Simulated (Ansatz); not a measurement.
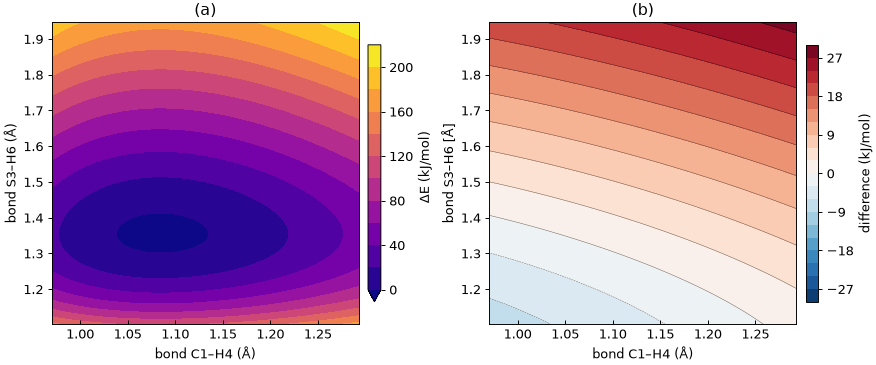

C2H3S, SMILES [CH]=CS, spin multiplicity 2. Two internal coordinates are moved rigidly from the geometry relaxed at PBE0-D4/def2-TZVP, all others fixed. First axis: bond C1–H4. Second axis: bond S3–H6. The grid has 7 × 7 points. Energies: kJ/mol, counted from each map's own lowest point. These are results of UKS PBE-D4/def2-TZVPP (Ansatz 0.2.0), not measurements.

Panel (a): UKS PBE-D4/def2-TZVPP (Ansatz 0.2.0). Panel (b): the map at UKS PBE0-D4/def2-TZVPP in Ansatz 0.2.0 less the map of (a), each from its own lowest point.

Question: How does the change of method alter the landscape?

Answer: The difference runs from −7 kJ/mol at bond C1–H4 = 0.970 Å, bond S3–H6 = 1.101 Å to 28 kJ/mol at bond C1–H4 = 1.293 Å, bond S3–H6 = 1.947 Å. The interpolated minimum moves from 1.0843 to 1.0772 Å in bond C1–H4 and 1.3537 to 1.3421 Å in bond S3–H6.
